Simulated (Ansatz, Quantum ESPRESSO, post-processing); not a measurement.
# Charging Pb(100), 5 layers, part 4 of 6

Aim: potential against charge for Pb(100), 5 layers facing a metal electrode, and the capacitance that follows.

Quantum ESPRESSO 7.5; plane-wave DFT, PBE, GBRV ultrasoft pseudopotentials; geometry by Ansatz 0.2.0 with PAW datasets.

So far. Step 6 (Ground state: charge 0.0184 e): The electrode's potential over the Fermi level goes from 3.753 to 4.638 eV, the far face's from 3.700 to 3.703 eV. Step 7 (SCF with pw.x: charge 0.0368 e): The electrode's potential over the Fermi level goes from 4.638 to 5.543 eV, the far face's from 3.703 to 3.701 eV.

## 8. Self-consistent run: charge 0.0735 e

The input, q5.in:

```
&control
  prefix = 'q5'
  outdir = './out'
  pseudo_dir = './pseudo'
  calculation = 'scf'
  tprnfor = .true.
/
&system
  ibrav = 0
  nat = 5
  ntyp = 1
  ecutwfc = 40
  ecutrho = 200
  occupations = 'smearing'
  smearing = 'mv'
  degauss = 0.02
  assume_isolated = 'esm'
  esm_bc = 'bc3'
  tot_charge = 0.0735
/
&electrons
  conv_thr = 1e-08
  mixing_beta = 0.4
  electron_maxstep = 120
  mixing_mode = 'local-TF'
  startingpot = 'file'
/
ATOMIC_SPECIES
  Pb  207.2000  pb_pbe_v1.uspp.F.UPF
CELL_PARAMETERS angstrom
  3.50017856690000 0.00000000000000 0.00000000000000
  0.00000000000000 3.50017856690000 0.00000000000000
  0.00000000000000 0.00000000000000 24.90000000000000
ATOMIC_POSITIONS crystal
  Pb  0.000000000000 0.000000000000 -0.102572217809
  Pb  0.500000000000 0.500000000000 -0.003174627509
  Pb  0.000000000000 0.000000000000 0.096222962891
  Pb  0.500000000000 0.500000000000 0.207177562154
  Pb  -0.000000000000 0.000000000000 0.303375430660
K_POINTS automatic
  8 8 1 0 0 0
```

The run is started by

```bash
$ cp -r out/q4.save out/q5.save
$ OMP_NUM_THREADS=1 mpirun -n 4 pw.x -nk 4 -in q5.in > q5.out
```

What it wrote:

```text
[banner, memory and clock lines left out]
Program PWSCF v.7.5 starts
[...]
Message from routine setup:
[...]
number of electrons       =        69.93
     number of Kohn-Sham states=           42
     kinetic-energy cutoff     =      40.0000  Ry
     charge density cutoff     =     200.0000  Ry
[...]
number of k points=    15  Marzari-Vanderbilt smearing, width (Ry)=  0.0200
[...]
Dense  grid:    98291 G-vectors     FFT dimensions: (  30,  30, 216)
[...]
The initial density is read from file :
[...]
negative rho (up, down):  8.288E-02 0.000E+00
     Starting wfcs are   45 randomized atomic wfcs
[...]
negative rho (up, down):  8.383E-02 0.000E+00
[...]
estimated scf accuracy    <       4.06941461 Ry
[...]
negative rho (up, down):  8.496E-02 0.000E+00
[...]
estimated scf accuracy    <       1.24500069 Ry
[...]
negative rho (up, down):  8.299E-02 0.000E+00
[...]
estimated scf accuracy    <       0.06752605 Ry
[...]
negative rho (up, down):  8.071E-02 0.000E+00
[...]
estimated scf accuracy    <       0.05154596 Ry
[...]
negative rho (up, down):  7.896E-02 0.000E+00
[...]
estimated scf accuracy    <       0.02006538 Ry
[...]
negative rho (up, down):  7.909E-02 0.000E+00
[...]
estimated scf accuracy    <       0.00179052 Ry
[...]
negative rho (up, down):  7.915E-02 0.000E+00
[...]
estimated scf accuracy    <       0.00114518 Ry
[...]
negative rho (up, down):  7.966E-02 0.000E+00
[...]
estimated scf accuracy    <       0.00294039 Ry
[...]
negative rho (up, down):  7.942E-02 0.000E+00
[...]
estimated scf accuracy    <       0.00698309 Ry
[...]
negative rho (up, down):  7.966E-02 0.000E+00
[...]
estimated scf accuracy    <       0.00087920 Ry
[...]
negative rho (up, down):  8.004E-02 0.000E+00
[...]
estimated scf accuracy    <       0.00050819 Ry
[...]
negative rho (up, down):  8.080E-02 0.000E+00
[...]
estimated scf accuracy    <       0.00019053 Ry
[...]
negative rho (up, down):  8.108E-02 0.000E+00
[...]
estimated scf accuracy    <       0.00017429 Ry
[...]
negative rho (up, down):  8.279E-02 0.000E+00
[...]
estimated scf accuracy    <       0.00015568 Ry
[...]
negative rho (up, down):  8.272E-02 0.000E+00
[...]
estimated scf accuracy    <       0.00004625 Ry
[...]
negative rho (up, down):  8.266E-02 0.000E+00
[...]
estimated scf accuracy    <       0.00000576 Ry
[...]
negative rho (up, down):  8.264E-02 0.000E+00
[...]
estimated scf accuracy    <       0.00000610 Ry
[...]
negative rho (up, down):  8.254E-02 0.000E+00
[...]
estimated scf accuracy    <       0.00001228 Ry
[...]
negative rho (up, down):  8.308E-02 0.000E+00
[...]
estimated scf accuracy    <       0.00001488 Ry
[...]
negative rho (up, down):  8.322E-02 0.000E+00
[...]
estimated scf accuracy    <       0.00001954 Ry
[...]
negative rho (up, down):  8.294E-02 0.000E+00
[...]
estimated scf accuracy    <       0.00002392 Ry
[...]
negative rho (up, down):  8.292E-02 0.000E+00
[...]
estimated scf accuracy    <       0.00000031 Ry
[...]
negative rho (up, down):  8.294E-02 0.000E+00
[...]
estimated scf accuracy    <       0.00000063 Ry
[...]
negative rho (up, down):  8.303E-02 0.000E+00
[...]
estimated scf accuracy    <       0.00000019 Ry
[...]
negative rho (up, down):  8.299E-02 0.000E+00
[...]
estimated scf accuracy    <       0.00000009 Ry
[...]
negative rho (up, down):  8.297E-02 0.000E+00
[...]
estimated scf accuracy    <       0.00000004 Ry
[...]
negative rho (up, down):  8.301E-02 0.000E+00
[...]
estimated scf accuracy    <       0.00000002 Ry
[...]
negative rho (up, down):  8.303E-02 0.000E+00
[...]
the Fermi energy is    -7.3946 ev
!    total energy              =    -820.71922949 Ry
     estimated scf accuracy    <          4.3E-09 Ry
     smearing contrib. (-TS)   =       0.00038668 Ry
     internal energy E=F+TS    =    -820.71961617 Ry
[...]
one-electron contribution =  -41966.92720483 Ry
     hartree contribution      =   20989.36260919 Ry
     xc contribution           =    -316.78488670 Ry
     ewald contribution        =   20473.62986617 Ry
     convergence has been achieved in  28 iterations
     negative rho (up, down):  8.303E-02 0.000E+00
[...]
Total force =     0.020257     Total SCF correction =     0.000333
[...]
```

Run time: 2.1 min. Hardware: 4 MPI ranks of Arm Neoverse V2, shared host; peak memory 0.78 GiB.

This step gave:

```
Fermi energy                                                   : -7.395 eV
vacuum line at the lower end of the cell, over the Fermi level : 3.698 eV
slope of the potential above                                   : 1.090 eV/Å
vacuum line at the upper end of the cell, over the Fermi level : 7.398 eV
```

The electrode's potential over the Fermi level goes from 5.543 to 7.398 eV, the far face's from 3.701 to 3.698 eV.

Gauss's law asks for a slope of 180.95 q/A = 1.086 eV/Å in the gap; the run gives 1.090.

Each curve counts from the Fermi level of its own run.

The potential energy (potential at -0.0368 e) oscillates, so the rows of the table below give means over windows of 2.59 Å about each position, cut where the curve ends. Its maxima inside the range that stand out by 2 % of the span (Å: eV): -1.3: 0.0213, 1.1: -0.0938, 3.8: 1.16, 6.3: -0.387, 9.8: 3.24. Its minima: -2.5: -13.4, -0.1: -13.5, 2.4: -13.5, 5.2: -13.5, 7.5: -13.4.

The runs together. The potential energy by z; means over each step:

| z (Å) | potential at -0.0368 e (eV) | potential at -0.0184 e (eV) | potential at 0 e (eV) | potential at 0.0184 e (eV) | potential at 0.0368 e (eV) | potential at 0.0735 e (eV) |
| --- | --- | --- | --- | --- | --- | --- |
| -11.15 | 3.72 | 3.71 | 3.70 | 3.70 | 3.70 | 3.70 |
| -8.56 | 3.71 | 3.70 | 3.70 | 3.70 | 3.70 | 3.70 |
| -5.97 | 3.66 | 3.66 | 3.66 | 3.66 | 3.66 | 3.66 |
| -3.38 | -4.02 | -4.02 | -4.03 | -4.02 | -4.02 | -4.03 |
| -0.79 | -6.59 | -6.60 | -6.60 | -6.60 | -6.60 | -6.61 |
| 1.79 | -6.56 | -6.57 | -6.57 | -6.57 | -6.57 | -6.57 |
| 4.38 | -5.46 | -5.46 | -5.45 | -5.45 | -5.44 | -5.43 |
| 6.97 | -6.74 | -6.74 | -6.75 | -6.75 | -6.75 | -6.75 |
| 9.56 | 2.23 | 2.37 | 2.53 | 2.70 | 2.88 | 3.28 |
| 12.15 | 2.52 | 3.12 | 3.75 | 4.40 | 5.07 | 6.47 |

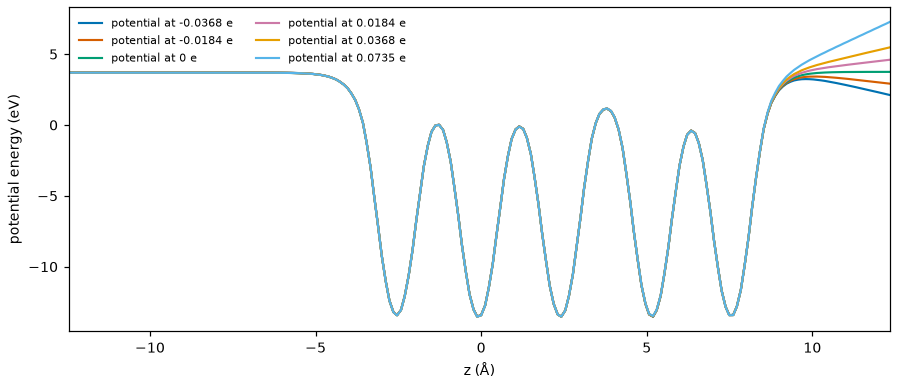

Potential energy, plotted against z.

## 9. Potential against charge, and the capacitance

Numbers from this step:

```
mean capacitance (straight-line fit) : 2.699 μF/cm²
effective gap ε₀/C                   : 3.280 Å
```

The electrode's potential less the Fermi level by charge of the slab:

| charge of the slab (1e13 e/cm²) | electrode's potential less the Fermi level (eV) |
| --- | --- |
| -3.00 | 2.06 |
| -1.50 | 2.89 |
| 0.00 | 3.75 |
| 1.50 | 4.64 |
| 3.00 | 5.54 |
| 6.00 | 7.40 |

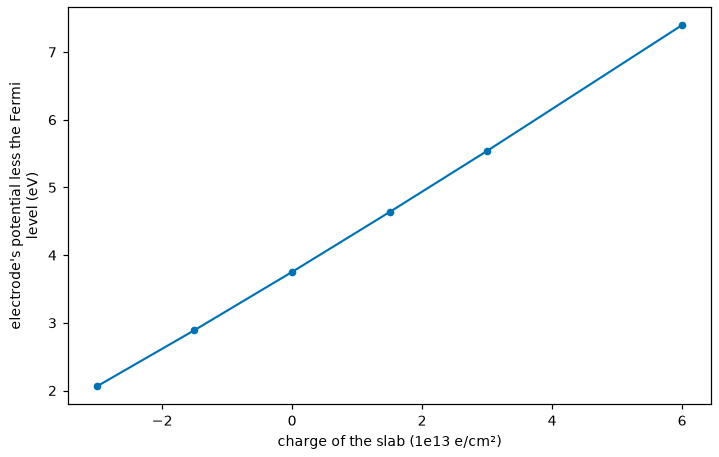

Electrode's potential less the Fermi level, plotted against charge of the slab.

The differential capacitance by charge of the slab:

```csv
charge of the slab (1e13 e/cm²),differential capacitance (μF/cm²)
-2.25,2.90
-0.75,2.80
0.75,2.72
2.25,2.66
4.50,2.59
```

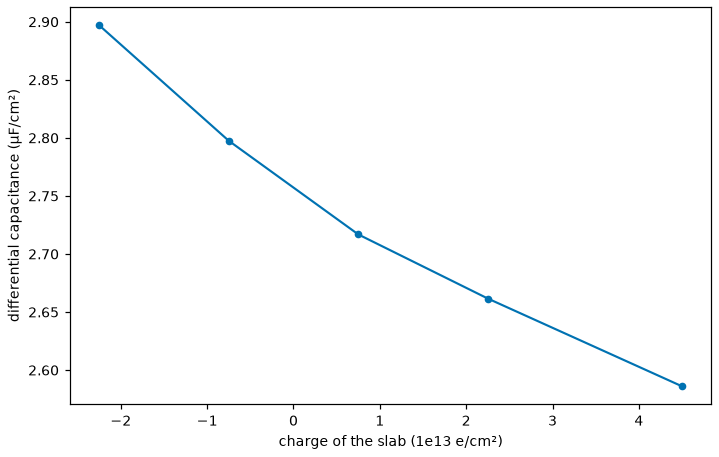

Differential capacitance against charge of the slab.

## 10. Self-consistent run: constant Fermi level -3.0 eV

GC-SCF turns the question round: the Fermi level is set (gcscf_mu, against the electrode) and the charge is found.

mu0.in, as its differences from the input of step 8:

```diff
@@ -1,3 +1,3 @@
 &control
-  prefix = 'q5'
+  prefix = 'mu0'
   outdir = './out'
@@ -18,10 +18,14 @@
   esm_bc = 'bc3'
-  tot_charge = 0.0735
+  lgcscf = .true.
+  gcscf_mu = -3.0
+  gcscf_conv_thr = 0.001
 /
 &electrons
-  conv_thr = 1e-08
-  mixing_beta = 0.4
-  electron_maxstep = 120
-  mixing_mode = 'local-TF'
-  startingpot = 'file'
+  conv_thr = 1e-09
+  mixing_beta = 0.2
+  electron_maxstep = 160
+  mixing_mode = 'TF'
+  diagonalization = 'rmm-davidson'
+  diago_rmm_conv = .false.
+  diago_full_acc = .true.
 /
```

The run is started by

```bash
$ OMP_NUM_THREADS=1 mpirun -n 4 pw.x -nk 4 -in mu0.in > mu0.out
```

What it wrote:

```text
[banner, memory and clock lines left out]
Program PWSCF v.7.5 starts
[citation notice left out]

[...]
Message from routine iosys:
[...]
Message from routine setup:
[...]
bravais-lattice index     =            0
     lattice parameter (alat)  =       6.6144  a.u.
     unit-cell volume          =    2058.6208 (a.u.)^3
     number of atoms/cell      =            5
     number of atomic types    =            1
     number of electrons       =        70.00
     number of Kohn-Sham states=           42
     kinetic-energy cutoff     =      40.0000  Ry
     charge density cutoff     =     200.0000  Ry
     scf convergence threshold =      1.0E-09
     mixing beta               =       0.2000
     number of iterations used =            8  TF        mixing
     Exchange-correlation= SLA  PW   PBE  PBE
                           (   1   4   3   4   0   0   0)

     Effective Screening Medium Method
     Boundary Conditions: Vacuum-Slab-Metal
     total charge in unit cell        =   0.0000
     grid points for fit at edges     =        4

     >>>>> Grand-Canonical SCF is activated <<<<<
     Initial Total Charge  =     0.000000 e
     Target Fermi Energy   =    -3.000000 eV
     Thr. of Fermi Energy  =     0.001000 eV
     Wave-shift of Kerker  =     0.400000 bohr^-1
     Wave-shift of Hartree =     1.500000 bohr^-1
     Mixing Rate of Fermi  =     0.050000

[...]
PseudoPot. # 1 for Pb read from file:
     ./pseudo/pb_pbe_v1.uspp.F.UPF
     Pseudo is Ultrasoft + core correction, Zval = 14.0
     Generated by new atomic code, or converted to UPF format
     Using radial grid of  899 points,  6 beta functions with:
                l(1) =   0
                l(2) =   0
                l(3) =   1
                l(4) =   1
                l(5) =   2
                l(6) =   2
     Q(r) pseudized with  6 coefficients,  rinner =    1.000   1.000   1.000
                                                       1.000   1.000

     atomic species   valence    mass     pseudopotential
     Pb               14.00   207.20000     Pb( 1.00)

      8 Sym. Ops. (no inversion) found

[...]
number of k points=    15  Marzari-Vanderbilt smearing, width (Ry)=  0.0200
[...]
Dense  grid:    98291 G-vectors     FFT dimensions: (  30,  30, 216)

     Smooth grid:    70373 G-vectors     FFT dimensions: (  27,  27, 192)

     Check: negative core charge=   -0.000007

     Initial potential from superposition of free atoms

     starting charge      69.9882, renormalised to      70.0000

     negative rho (up, down):  8.056E-02 0.000E+00
     Starting wfcs are   45 randomized atomic wfcs

     per-process dynamical memory:    83.3 Mb

     Self-consistent Calculation

     iteration #  1     ecut=    40.00 Ry     beta= 0.20
     Davidson diagonalization with overlap
     ethr =  1.00E-05,  avg # of iterations = 52.3

     negative rho (up, down):  8.037E-02 0.000E+00

     total energy              =    -820.78139448 Ry
     estimated scf accuracy    <       0.00693939 Ry

     total charge of GC-SCF    =      -0.00591378 e
     the Fermi energy          =      -4.75722192 eV
                        (error :       1.75722192 eV)

     iteration #  2     ecut=    40.00 Ry     beta= 0.20
[...]
negative rho (up, down):  8.021E-02 0.000E+00

[...]
total energy              =    -820.77102072 Ry
     estimated scf accuracy    <       0.00573597 Ry

     total charge of GC-SCF    =      -0.00975527 e
     the Fermi energy          =      -4.02835459 eV
                        (error :       1.02835459 eV)

     iteration #  3     ecut=    40.00 Ry     beta= 0.20
     RMM-DIIS diagonalization
[...]
negative rho (up, down):  7.996E-02 0.000E+00

[...]
total energy              =    -820.76187080 Ry
     estimated scf accuracy    <       0.00362280 Ry

     total charge of GC-SCF    =      -0.01753933 e
     the Fermi energy          =      -3.80308086 eV
                        (error :       0.80308086 eV)

     iteration #  4     ecut=    40.00 Ry     beta= 0.20
     RMM-DIIS diagonalization
[...]
negative rho (up, down):  7.998E-02 0.000E+00

[...]
total energy              =    -820.75926251 Ry
     estimated scf accuracy    <       0.00156154 Ry

     total charge of GC-SCF    =      -0.02243469 e
     the Fermi energy          =      -3.20188662 eV
                        (error :       0.20188662 eV)

     iteration #  5     ecut=    40.00 Ry     beta= 0.20
[...]
negative rho (up, down):  8.019E-02 0.000E+00

[...]
total energy              =    -820.76136623 Ry
     estimated scf accuracy    <       0.00026895 Ry

     total charge of GC-SCF    =      -0.02508970 e
     the Fermi energy          =      -2.98011489 eV
                        (error :       0.01988511 eV)

     iteration #  6     ecut=    40.00 Ry     beta= 0.20
     RMM-DIIS diagonalization
     c_bands:  1 eigenvalues not converged
     c_bands:  2 eigenvalues not converged
[...]
negative rho (up, down):  8.062E-02 0.000E+00

[...]
total energy              =    -820.76141973 Ry
     estimated scf accuracy    <       0.00017966 Ry

     total charge of GC-SCF    =      -0.02114103 e
     the Fermi energy          =      -2.70828870 eV
                        (error :       0.29171130 eV)

[...]
iteration # 23     ecut=    40.00 Ry     beta= 0.20
     RMM-DIIS diagonalization
     c_bands:  1 eigenvalues not converged
     c_bands:  1 eigenvalues not converged
     c_bands:  2 eigenvalues not converged
[...]
negative rho (up, down):  8.266E-02 0.000E+00

[...]
total energy              =    -820.75301661 Ry
     estimated scf accuracy    <          5.2E-09 Ry

     total charge of GC-SCF    =      -0.01610025 e
     the Fermi energy          =      -2.99945564 eV
                        (error :       0.00054436 eV)

     iteration # 24     ecut=    40.00 Ry     beta= 0.20
     RMM-DIIS diagonalization
     c_bands:  2 eigenvalues not converged
     c_bands:  1 eigenvalues not converged
[...]
negative rho (up, down):  8.268E-02 0.000E+00

[...]
total energy              =    -820.75309304 Ry
     estimated scf accuracy    <          3.8E-09 Ry

     total charge of GC-SCF    =      -0.01609924 e
     the Fermi energy          =      -2.99975443 eV
                        (error :       0.00024557 eV)

     iteration # 25     ecut=    40.00 Ry     beta= 0.20
[...]
c_bands:  1 eigenvalues not converged
[...]
negative rho (up, down):  8.270E-02 0.000E+00

[...]
total energy              =    -820.75308462 Ry
     estimated scf accuracy    <          1.2E-09 Ry

     total charge of GC-SCF    =      -0.01608819 e
     the Fermi energy          =      -2.99988306 eV
                        (error :       0.00011694 eV)

     iteration # 26     ecut=    40.00 Ry     beta= 0.20
     RMM-DIIS diagonalization
     c_bands:  2 eigenvalues not converged
     c_bands:  1 eigenvalues not converged
[...]
negative rho (up, down):  8.270E-02 0.000E+00

[...]
End of self-consistent calculation

          k = 0.0000 0.0000 0.0000 (  8799 PWs)   bands (ev):

   -20.1745 -20.1444 -20.1161 -20.0901 -20.0489 -20.0458 -20.0309 -20.0300
   -20.0024 -20.0024 -19.9553 -19.9553 -19.9135 -19.9135 -19.9084 -19.8952
   -19.8817 -19.8551 -19.8340 -19.7743 -19.7739 -19.7739 -19.7619 -19.7445
   -19.7445 -14.3495 -13.9124 -12.8824 -11.5041 -10.4717  -5.6733  -4.1851
    -2.2439  -0.5409  -0.4883  -0.4883   0.0527   0.0527   0.3559   0.4695
     1.2270   1.2270

          k = 0.0000 0.1250 0.0000 (  8837 PWs)   bands (ev):

   -20.1489 -20.1200 -20.0944 -20.0715 -20.0342 -20.0284 -20.0217 -20.0143
   -20.0022 -19.9956 -19.9580 -19.9568 -19.9328 -19.9247 -19.8947 -19.8865
   -19.8809 -19.8712 -19.8482 -19.7932 -19.7829 -19.7743 -19.7683 -19.7623
   -19.7446 -14.1511 -13.7153 -12.7000 -11.3588 -10.3841  -5.4686  -4.1680
    -2.7996  -1.9460  -1.3364  -0.8297  -0.2605  -0.0284   0.2232   0.2676
     1.0196   1.0774

[...]
the Fermi energy is    -2.9999 ev

!    total energy              =    -820.75309540 Ry
     estimated scf accuracy    <          9.3E-10 Ry

!    total charge of GC-SCF    =      -0.01607302 e
     smearing contrib. (-TS)   =       0.00053726 Ry
     internal energy E=F+TS    =    -820.75363266 Ry

     The total energy is F=E-TS. E is the sum of the following terms:
     one-electron contribution =  -41989.53984472 Ry
     hartree contribution      =   21011.97237471 Ry
     xc contribution           =    -316.81957286 Ry
     ewald contribution        =   20473.62986617 Ry
     pot.stat. contrib. (-muN) =       0.00354404 Ry

     convergence has been achieved in  26 iterations

     negative rho (up, down):  8.270E-02 0.000E+00

     Forces acting on atoms (cartesian axes, Ry/au):

     atom    1 type  1   force =     0.00000000    0.00000000    0.00366561
     atom    2 type  1   force =     0.00000000    0.00000000   -0.01628420
     atom    3 type  1   force =     0.00000000    0.00000000    0.01179766
     atom    4 type  1   force =     0.00000000    0.00000000    0.00146331
     atom    5 type  1   force =     0.00000000    0.00000000   -0.00076629

     Total force =     0.020507     Total SCF correction =     0.000275

[...]
```

The job ended after 5.6 min (4 MPI ranks; peak memory 0.84 GiB).

Numbers from this step:

| Quantity | Value |
| --- | --- |
| Fermi energy | -3.000 eV |
| charge found by GC-SCF | -0.01607 e |
| vacuum line at the lower end of the cell, over the Fermi level | 3.710 eV |
| slope of the potential above | -0.2332 eV/Å |
| vacuum line at the upper end of the cell, over the Fermi level | 3.001 eV |

The potential energy, planar mean oscillates, so the rows of the table below give means over windows of 2.54 Å about each position, cut where the curve ends. Its maxima inside the range that stand out by 2 % of the span (Å: eV): -1.3: 0.0211, 1.1: -0.0957, 3.8: 1.16, 6.3: -0.388, 10.1: 3.45. Its minima: -2.5: -13.4, -0.1: -13.5, 2.4: -13.5, 5.2: -13.5, 7.5: -13.4.

Electrostatic potential energy of an electron; zero at the Fermi level. Table of potential energy, planar mean by z; means over each step:

```csv
z (Å),"potential energy, planar mean (eV)"
-11.18,3.71
-8.64,3.71
-6.10,3.67
-3.56,-3.06
-1.02,-6.65
1.52,-6.71
4.06,-4.97
6.60,-7.12
9.14,0.603
11.68,3.25
```

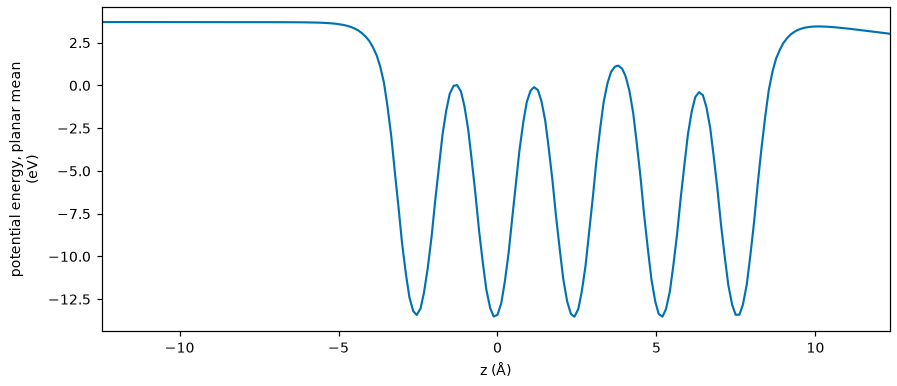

Potential energy, planar mean, plotted against z.

Gauss's law asks for a slope of 180.95 q/A = -0.237 eV/Å in the gap; the run gives -0.233.

[end of part 4 of 6]

[Logs are printed without paths, hosts, clocks, repeated set-up lines and the standing remarks that a program may print on its own settings, such as how far it seeks lower states.]

[Hosts, paths, dates, database ids (printed as entryN), source tags and the programs' standing remarks are cut or masked in the printed files.]

[Maps of the electrostatic potential energy from Ansatz leave out the sawtooth potential of an applied field or a dipole correction, so their vacuum need not be flat; planar profiles and work functions include it.]
